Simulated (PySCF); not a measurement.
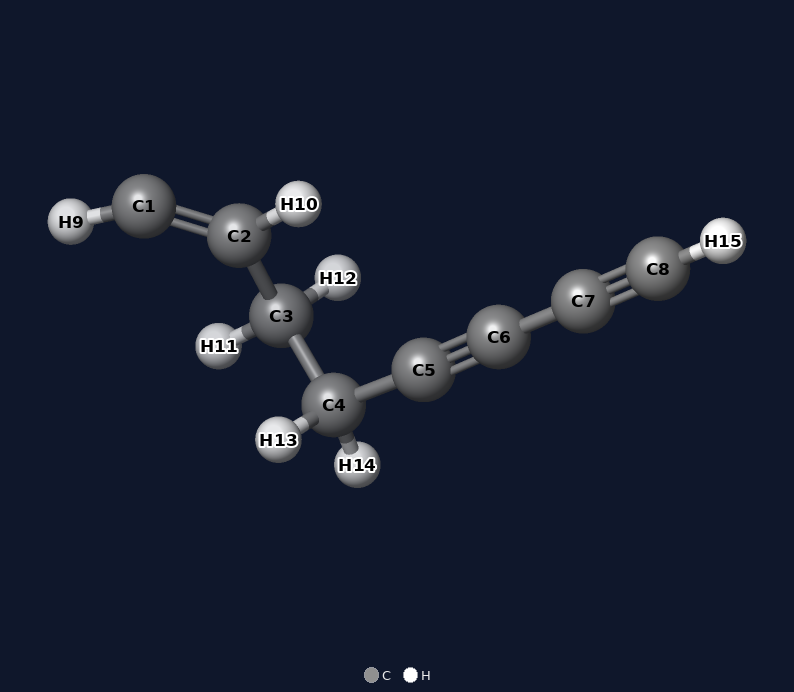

State: neutral, doublet. The geometry was computed by an optimisation with GFN2-xTB. No frequency run is at hand to confirm it as a minimum. Computed with UKS B3LYP, pcH-1 on C H, non-relativistic (PySCF 2.14.0). Fermi-contact and spin-dipolar terms alone, no spin-orbit part.

**Which nucleus has the largest dipolar (anisotropic) hyperfine coupling?**

13C at C1: principal values −81.7, −60.0, 141.7 MHz.

List the isotropic and dipolar parts for the most strongly coupled nuclei, one of each equivalent set.

```json
{"atom": "C1", "isotope": "13C", "a_iso (MHz)": "317.5", "dipolar part (MHz)": "−81.7, −60.0, 141.7"}
{"atom": "H9", "isotope": "1H", "a_iso (MHz)": "38.0", "dipolar part (MHz)": "−32.5, −6.8, 39.3"}
{"atom": "C2", "isotope": "13C", "a_iso (MHz)": "−14.1", "dipolar part (MHz)": "−19.2, 2.6, 16.6"}
{"atom": "C3", "isotope": "13C", "a_iso (MHz)": "85.4", "dipolar part (MHz)": "−8.7, −7.9, 16.5"}
{"atom": "H10", "isotope": "1H", "a_iso (MHz)": "115.4", "dipolar part (MHz)": "−6.5, −5.3, 11.8"}
{"atom": "H11", "isotope": "1H", "a_iso (MHz)": "−5.6", "dipolar part (MHz)": "−6.3, −1.4, 7.7"}
{"atom": "H12", "isotope": "1H", "a_iso (MHz)": "−5.6", "dipolar part (MHz)": "−4.2, −1.6, 5.9"}
{"atom": "H13", "isotope": "1H", "a_iso (MHz)": "2.2", "dipolar part (MHz)": "−1.6, −1.2, 2.8"}
```
